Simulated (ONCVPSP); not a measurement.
**Pseudopotential generation for Sm**

System: samarium (Sm, Z = 62), core [Kr] 4d10 4f6, reference valence 5s2 5p6 6s2, valence charge 10.
Method: ONCV potential, PBE, scalar-relativistic, made with ONCVPSP 4.0.1.

## The program's output (extracts)
```
ONCVPSP  (Optimized Norm-Conservinng Vanderbilt PSeudopotential)
scalar-relativistic version 4.0.1

#   n    l    f        energy (Ha)
    1    0    2.00    -1.7154676E+03
    2    0    2.00    -2.8032244E+02
    2    1    6.00    -2.5004180E+02
    3    0    2.00    -6.1417519E+01
    3    1    6.00    -5.1953107E+01
    3    2   10.00    -3.9146930E+01
    4    0    2.00    -1.2203934E+01
    4    1    6.00    -9.0943445E+00
    4    2   10.00    -4.7332855E+00
    4    3    6.00    -9.0797660E-02
    5    0    2.00    -1.5901297E+00
    5    1    6.00    -8.5372802E-01
    6    0    2.00    -1.3165857E-01

Reference configufation results
  iterations    36
  all-electron total energy (Ha)   -1.04272129D+04

Begin loop to  construct optimized pseudo wave functions
and semi-local pseudopoentials for all angular momenta

Calculating optimized projector #   1

 for l=   0

    Fraction of norm inside rc  0.986735
    Optimizing pswf for qcut=   5.11 a_B^-1,  ecut=  13.04 Ha
    Residual kinetic energy error=  6.44D-08 Ha

    Energy error per electron        Cutoff
         Ha          eV             Ha
         0.01000     0.27211        2.61
         0.00100     0.02721        6.48
         0.00010     0.00272        8.77
         0.00001     0.00027       10.38

Calculating optimized projector #   2

 for l=   0

    Fraction of norm inside rc  0.116993
    Optimizing pswf for qcut=   5.11 a_B^-1,  ecut=  13.04 Ha
    Residual kinetic energy error=  2.90D-07 Ha

    Energy error per electron        Cutoff
         Ha          eV             Ha
         0.01000     0.27211        2.12
         0.00100     0.02721        6.28
         0.00010     0.00272        8.92
         0.00001     0.00027       10.71

   Wellstate for l =  1  n =  8
     eigenvalue =   2.8463
     asymptotic potential =   3.3463
     half-point radius =  4.2983

Calculating optimized projector #   1

 for l=   1

    Fraction of norm inside rc  0.818306
    Optimizing pswf for qcut=   5.40 a_B^-1,  ecut=  14.58 Ha
    Residual kinetic energy error=  2.75D-05 Ha

    Energy error per electron        Cutoff
         Ha          eV             Ha
         0.01000     0.27211        4.56
         0.00100     0.02721        9.69
         0.00010     0.00272       13.09
         0.00001     0.00027       25.12

Calculating optimized projector #   2

 for l=   1

    Fraction of norm inside rc  0.122768
    Optimizing pswf for qcut=   5.40 a_B^-1,  ecut=  14.58 Ha
    Residual kinetic energy error=  5.10D-04 Ha

    Energy error per electron        Cutoff
         Ha          eV             Ha
         0.01000     0.27211        6.63
         0.00100     0.02721       13.21
         0.00010     0.00272       32.74
         0.00001     0.00027       43.18

WARNING wellstate: moderately localized bound state found for n= 5 l=  2
WARNING scattering state with energy  0.05000000
WARNING will be used for the first projector

   Wellstate for l =  2  n =  6
     eigenvalue =   0.0500
     asymptotic potential =   0.5500
     half-point radius = 24.5343

   Wellstate for l =  2  n =  7
     eigenvalue =   1.0500
     asymptotic potential =   1.5500
     half-point radius =  6.0194

Calculating optimized projector #   1

 for l=   2

    Fraction of norm inside rc  0.077051
    Optimizing pswf for qcut=   3.99 a_B^-1,  ecut=   7.97 Ha
    Residual kinetic energy error=  2.94D-05 Ha

    Energy error per electron        Cutoff
         Ha          eV             Ha
         0.01000     0.27211        3.29
         0.00100     0.02721        5.36
         0.00010     0.00272        7.07
         0.00001     0.00027       11.73

Calculating optimized projector #   2

 for l=   2

    Fraction of norm inside rc  0.138249
    Optimizing pswf for qcut=   3.99 a_B^-1,  ecut=   7.97 Ha
    Residual kinetic energy error=  5.07D-04 Ha

    Energy error per electron        Cutoff
         Ha          eV             Ha
         0.01000     0.27211        5.68
         0.00100     0.02721        7.45
         0.00010     0.00272        9.79
         0.00001     0.00027       18.28

Construct Vanderbilt / Kleinmman-Bylander projectors

B matrix Hermiticity error, ll=   0
   1   2    1.0283E-04

  Orthonormal projector coefficients  5.2559E+00  1.0568E+00

B matrix Hermiticity error, ll=   1
   1   2    3.0933E-04

  Orthonormal projector coefficients  5.2942E+00  1.0856E+00

B matrix Hermiticity error, ll=   2
   1   2    2.0463E-05

  Orthonormal projector coefficients  4.0059E+00  9.7257E-01

Pseudoatom total energy  -30.345539

Diagnostic tests using Vanderbilt-Kleinman-Bylander pseudopotentials
  1 or more projectors used as specified by nproj input data

   l    rcore       rmatch      e in        delta e   norm test  slope test

   0   2.7069691   2.7891586  -1.5901297   0.0000005   1.0001250   1.0001130
   0   2.7069691   2.7891586  -0.1316586   0.0000003   1.0000139   1.0000112

   1   2.1565525   2.2220301  -0.8537280  -0.0000018   1.0000672   1.0000745
   1   2.1565525   2.2220301   2.8462720   0.0000524   1.0002081   1.0002081

   2   2.7069691   2.7891586   0.0500000   0.0000009   1.0000567   1.0000567
   2   2.7069691   2.7891586   1.0500000   0.0000077   1.0001520   1.0001520

 Testing for bound ghosts
   n   l    E NL Schr. Eq   E Basis Diag.   E Cutoff

   1   0       -1.590129       -1.590128     36.26
   2   0       -0.131658       -0.122017     36.26

   2   1       -0.853730       -0.853709     47.98

   3   2       -0.061825       -0.056929     35.31

 Testing for highly-localized positive-energy ghosts
       l    <radius>/rc     E Basis Diag.   E Cutoff

       0        0.901783        2.804271     36.26  WARNING - GHOST(+)

Test configuration 0

   n   l     f        eae           eps        diff
   1   0  2.0000-1715.46762353
   2   0  2.0000 -280.32244389
   2   1  6.0000 -250.04180156
   3   0  2.0000  -61.41751863
   3   1  6.0000  -51.95310750
   3   2 10.0000  -39.14693041
   4   0  2.0000  -12.20393379
   4   1  6.0000   -9.09434452
   4   2 10.0000   -4.73328547
   4   3  6.0000   -0.09079766
   5   0  2.0000   -1.59012970   -1.59012916    5.44D-07
   5   1  6.0000   -0.85372802   -0.85372982   -1.80D-06
   6   0  2.0000   -0.13165857   -0.13165824    3.30D-07

    Total energies and differences
      AE_ref= -1.04272129D+04  AE_tst= -1.04272129D+04  dif=  0.00D+00
      PS_ref= -3.03455388D+01  PS_tst= -3.03455388D+01  dif=  5.33D-14
      PSP excitation error= -5.33D-14

Test configuration 1

   n   l     f        eae           eps        diff
   1   0  2.0000-1715.69265027
   2   0  2.0000 -280.54641740
   2   1  6.0000 -250.26591264
   3   0  2.0000  -61.64014715
   3   1  6.0000  -52.17576397
   3   2 10.0000  -39.36971079
   4   0  2.0000  -12.42706189
   4   1  6.0000   -9.31766422
   4   2 10.0000   -4.95690466
   4   3  6.0000   -0.31476968
   5   0  2.0000   -1.81649468   -1.82396725   -7.47D-03
   5   1  6.0000   -1.07952524   -1.08533787   -5.81D-03
   6   0  1.0000   -0.30941415   -0.30997661   -5.62D-04

    Total energies and differences
      AE_ref= -1.04272129D+04  AE_tst= -1.04269940D+04  dif=  2.19D-01
      PS_ref= -3.03455388D+01  PS_tst= -3.01266186D+01  dif=  2.19D-01
      PSP excitation error=  4.34D-05

Test configuration 2

   n   l     f        eae           eps        diff
   1   0  2.0000-1715.95786761
   2   0  2.0000 -280.80988781
   2   1  6.0000 -250.52957424
   3   0  2.0000  -61.90160557
   3   1  6.0000  -52.43726111
   3   2 10.0000  -39.63139218
   4   0  2.0000  -12.68914966
   4   1  6.0000   -9.58000331
   4   2 10.0000   -5.21961853
   4   3  6.0000   -0.57733945
   5   0  2.0000   -2.08170370   -2.09918462   -1.75D-02
   5   1  6.0000   -1.34253373   -1.35579193   -1.33D-02

    Total energies and differences
      AE_ref= -1.04272129D+04  AE_tst= -1.04265864D+04  dif=  6.27D-01
      PS_ref= -3.03455388D+01  PS_tst= -2.97182719D+01  dif=  6.27D-01
      PSP excitation error= -7.53D-04

Test configuration 3

   n   l     f        eae           eps        diff
   1   0  2.0000-1715.57458187
   2   0  2.0000 -280.42897737
   2   1  6.0000 -250.14839713
   3   0  2.0000  -61.52346690
   3   1  6.0000  -52.05906846
   3   2 10.0000  -39.25294587
   4   0  2.0000  -12.31011525
   4   1  6.0000   -9.20061373
   4   2 10.0000   -4.83969385
   4   3  6.0000   -0.19742841
   5   0  2.0000   -1.69789065   -1.70128113   -3.39D-03
   5   1  6.0000   -0.96135611   -0.96402383   -2.67D-03
   6   0  1.5000   -0.21768126   -0.21798574   -3.04D-04

    Total energies and differences
      AE_ref= -1.04272129D+04  AE_tst= -1.04271256D+04  dif=  8.74D-02
      PS_ref= -3.03455388D+01  PS_tst= -3.02583937D+01  dif=  8.71D-02
      PSP excitation error=  2.10D-04

Test configuration 4

   n   l     f        eae           eps        diff
   1   0  2.0000-1715.73730690
   2   0  2.0000 -280.59060053
   2   1  6.0000 -250.31011413
   3   0  2.0000  -61.68374086
   3   1  6.0000  -52.21936566
   3   2 10.0000  -39.41338238
   4   0  2.0000  -12.47104399
   4   1  6.0000   -9.36174380
   4   2 10.0000   -5.00113711
   4   3  6.0000   -0.35905547
   5   0  2.0000   -1.86230722   -1.87395719   -1.16D-02
   5   1  6.0000   -1.12430619   -1.13304183   -8.74D-03
   6   1  1.0000   -0.21925703   -0.22014057   -8.84D-04

    Total energies and differences
      AE_ref= -1.04272129D+04  AE_tst= -1.04268789D+04  dif=  3.34D-01
      PS_ref= -3.03455388D+01  PS_tst= -3.00112214D+01  dif=  3.34D-01
      PSP excitation error= -2.82D-04
```

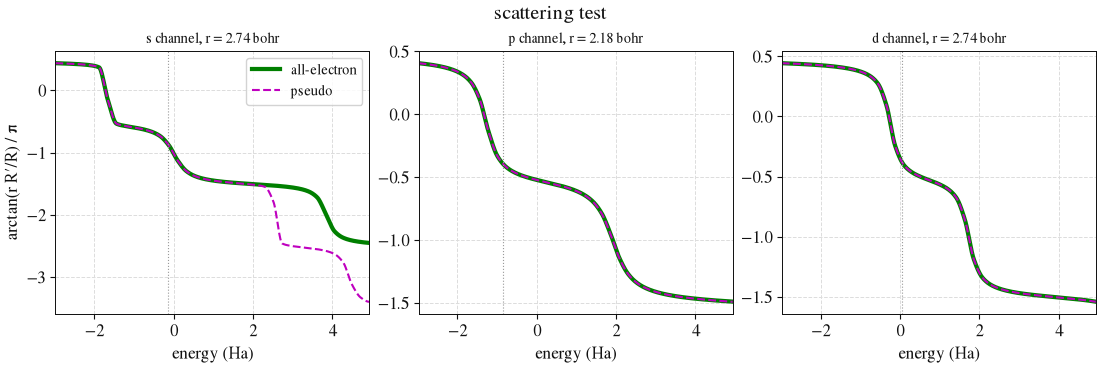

Fig. 1: Unwrapped phase arctan(r R′/R) in units of π against energy, all-electron (solid) and pseudo (dashed); the pseudo phase is matched to the all-electron one at the reference energy. Here R(r) is the radial function. The dotted line marks the reference energy of the channel. Not drawn: f: not judged.

- Ghost states: Going away from the reference energies, the phases part by more than π/2 in: s at about 2.6 Ha (above its reference energy, pseudo phase lower, at the flagged ghost). Such a step is either a state that only one of the two atoms has or an ordinary level shifted in energy. The separate test gives: no bound ghost flagged; GHOST(+) flagged for s at 76.3 eV.
- Poles, where the radial function vanishes at the test radius: s: all-electron at -1.5 and 1.8 Ha, pseudo at -1.5, 1.7 and 3.0 Ha; p: all-electron at -0.3 Ha, pseudo at -0.3 Ha; d: all-electron at 0.5 and 3.8 Ha, pseudo at 0.5 and 3.8 Ha.

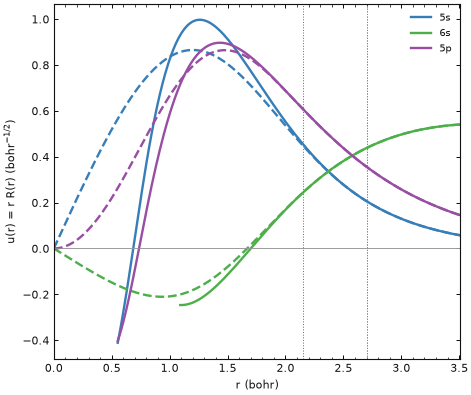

Fig. 2: Pseudo-waves (dashed) against the all-electron radial functions (solid). Dotted lines mark the matching radii. The innermost oscillations of some all-electron curves aren't drawn. Pseudo-waves: 5s has no node; 6s has a node at about 1.7 bohr; 5p has no node. A node in 6s is expected, since a lower shell of the same l is also in the valence and the two must stay orthogonal.

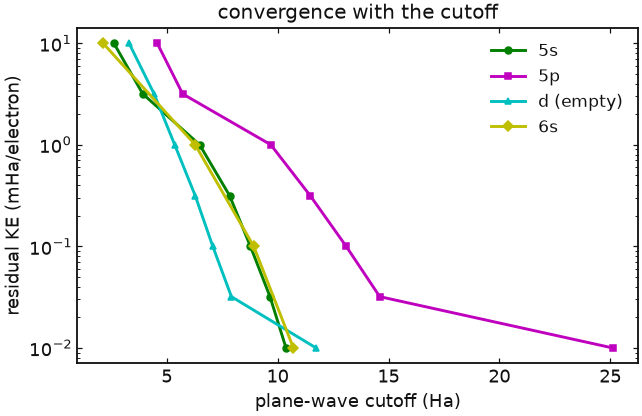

Fig. 3: Residual kinetic energy of the pseudo-waves (the first of each channel, and further valence shells) beyond the plane-wave cutoff, as the generator prints it.

- Cutoffs for the occupied states: 9.7 Ha for 1 mHa and 13 Ha for 0.1 mHa per electron. The first is set by 5p.
- Hardest wave at 1 mHa per electron: 5p, with rc = 2.15 bohr and qcut = 5.4 1/bohr. The optimisation minimises, but can't always remove, the kinetic energy above qcut²/2 = 14.6 Ha, and a larger rc would as a rule soften the wave at some cost in transferability.
- Cutoffs for 1 mHa per electron: 5p: 9.7 Ha; 5s: 6.5 Ha; 6s: 6.3 Ha; d (empty): 5.4 Ha.

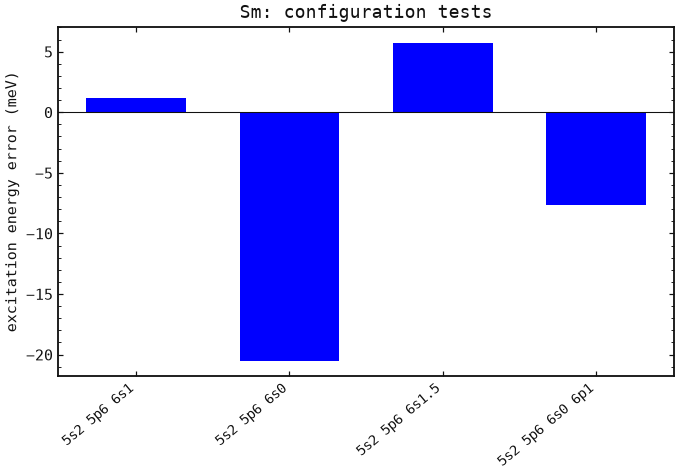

Fig. 4: Errors, all-electron minus pseudo, of the energies of valence configurations relative to the unpolarised reference 5s2 5p6 6s2.

- Worst configuration: 5s2 5p6 6s0 (charge +2): the error is -20 meV on an all-electron energy of +17.05 eV relative to the reference, or 0.12 %.
- Configurations within 10 meV and within 50 meV: 3 and 4 of 4.
- Errors in meV: 5s2 5p6 6s1: +1.2; 5s2 5p6 6s0: -20; 5s2 5p6 6s1.5: +5.7; 5s2 5p6 6s0 6p1: -7.7.

## Input file
```
# ATOM AND REFERENCE CONFIGURATION
# atsym  z   nc   nv     iexc    psfile
  Sm 62.00   10    3        4      upf
#
#   n    l    f
    1    0    2.00
    2    0    2.00
    2    1    6.00
    3    0    2.00
    3    1    6.00
    3    2   10.00
    4    0    2.00
    4    1    6.00
    4    2   10.00
    4    3    6.00
    5    0    2.00
    5    1    6.00
    6    0    2.00
#
# PSEUDOPOTENTIAL AND OPTIMIZATION
# lmax
    2
#
#   l,   rc,      ep,       ncon, nbas, qcut
    0    2.70    0.00    4    8    5.10
    1    2.15    0.00    4    7    5.40
    2    2.70    0.37    4    7    4.00
#
# LOCAL POTENTIAL
# lloc, lpopt,  rc(5),   dvloc0
    4    4    1.40    0.00
#
# VANDERBILT-KLEINMAN-BYLANDER PROJECTORs
# l, nproj, debl
    0    2    2.70
    1    2    3.70
    2    2    1.00
#
# MODEL CORE CHARGE
# icmod, fcfact, rcfact
    0    0.00    0.00
#
# LOG DERIVATIVE ANALYSIS
# epsh1, epsh2, depsh
   -3.00    5.00    0.02
#
# OUTPUT GRID
# rlmax, drl
    6.00    0.01
#
# TEST CONFIGURATIONS
# ncnf
    4
# nvcnf
#   n    l    f
    3
    5    0    2.00
    5    1    6.00
    6    0    1.00
#
    3
    5    0    2.00
    5    1    6.00
    6    0    0.00
#
    3
    5    0    2.00
    5    1    6.00
    6    0    1.50
#
    4
    5    0    2.00
    5    1    6.00
    6    0    0.00
    6    1    1.00
#
```

Run as:
```bash
oncvpsp.x < Sm.dat > Sm.out
```

## Results in brief

- outcome: generated, with a spurious state above the valence levels
- cutoffs needed: 9.7 Ha and 13 Ha (the cutoffs at which the residual kinetic energy of the hardest occupied pseudo-wave falls to 1 and 0.1 mHa per electron)
- ghost test: no bound ghost flagged; GHOST(+) flagged for s at 76.3 eV
- largest excitation error: -20 meV (all-electron minus pseudo) for 5s2 5p6 6s0, out of 4 test configurations
- clearest signs, in the scattering phases, of states that the all-electron atom lacks: s near 2.8 Ha
- range over which the phases arctan(r R′/R) at the test radius agree within 0.05 rad (a looser test near the poles than one of phase shifts): s: up to about 2.1 Ha; p: over the whole range computed; d: over the whole range computed; f: not judged, local potential alone
- hardware: 1 CPU thread, shared host
- wall time: 5 s

## Notes

The scattering phases show an s state near 2.8 Ha, 2.9 Ha above the channel's reference energy, that the all-electron atom lacks; it spoils states at that energy. Warnings of the program, in the generation or the tests: wellstate: moderately localized bound state found for n= 5 l= 2. The open f shell is frozen into the core, so the potential fits one valence alone and carries no f magnetism.
